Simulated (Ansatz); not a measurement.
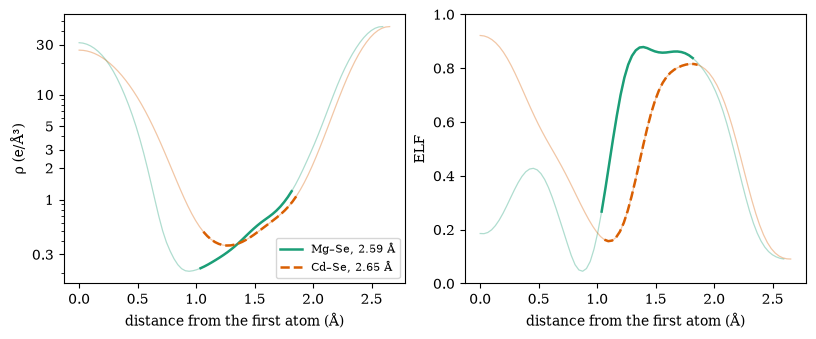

The picture shows: Mg5CdSe6. Valence pseudo-density and ELF along straight lines between neighbouring atoms. Thin, pale parts lie inside the atomic spheres.

Space group P3m1; a structure generated by program, which may or may not match a known phase.

All numbers below come from Ansatz 0.2.0, DFT PBE, scalar-relativistic, plane waves, PAW.

Core electrons are frozen (PAW), and the valence fields are smoothed inside the atomic spheres.

Input file:

```
crystal:
  lattice:
    - [4.2654673, 0.0, 0.0]
    - [-2.1327336, 3.694003, 0.0]
    - [0.0, 0.0, 20.8663543]
  atoms:
    - { symbol: Mg, position: [0.3333333, 0.6666667, 0.001296] }
    - { symbol: Mg, position: [0.0, 0.0, 0.166395] }
    - { symbol: Mg, position: [0.6666667, 0.3333333, 0.331506] }
    - { symbol: Mg, position: [0.3333333, 0.6666667, 0.496364] }
    - { symbol: Mg, position: [0.6666667, 0.3333333, 0.836071] }
    - { symbol: Cd, position: [0.0, 0.0, 0.668158] }
    - { symbol: Se, position: [0.3333333, 0.6666667, 0.125744] }
    - { symbol: Se, position: [0.0, 0.0, 0.290839] }
    - { symbol: Se, position: [0.6666667, 0.3333333, 0.455966] }
    - { symbol: Se, position: [0.3333333, 0.6666667, 0.620716] }
    - { symbol: Se, position: [0.0, 0.0, 0.796321] }
    - { symbol: Se, position: [0.6666667, 0.3333333, 0.960624] }
basis:
  ecutwfc: 420
kpoints:
  mp_grid: { grid: [6, 6, 2] }
hamiltonian:
  xc: pbe
scf:
  occupations: { method: gaussian, width: 0.02 }
output:
  forces: true
  stress: true
  eigenvalues: true
  write_density: true
  write_potential: true
  elf: true
  volumetric_format: npy
relax:
  adjacent_minimum: "off"
  f_tol: 0.01
  max_steps: 80
  cell: { stress_tol: 0.05 }
```

Command:

```sh
ansatz run input.yaml --threads 4 --pin off --max-ram 8192MiB --backend cpu --events-out ev --progress --plain --runs-dir out
```

Below, planes, directions and counts refer to the conventional cell (a = 4.27 Å, b = 4.27 Å, c = 20.87 Å, α = 90.00°, β = 90.00°, γ = 120.00°).

Compare the contacts.

Answer. Mg–Se (2.59 Å): ρ at the midpoint is about 0.33 e/Å³; the ELF peaks at about 0.90 in the valence shell of Se, 1.2 Å from its nucleus, and falls to about 0.05 next to Mg; a largely ionic contact.
Cd–Se (2.65 Å): ρ is about 0.37 e/Å³ halfway; the ELF is about 0.40 at the midpoint.
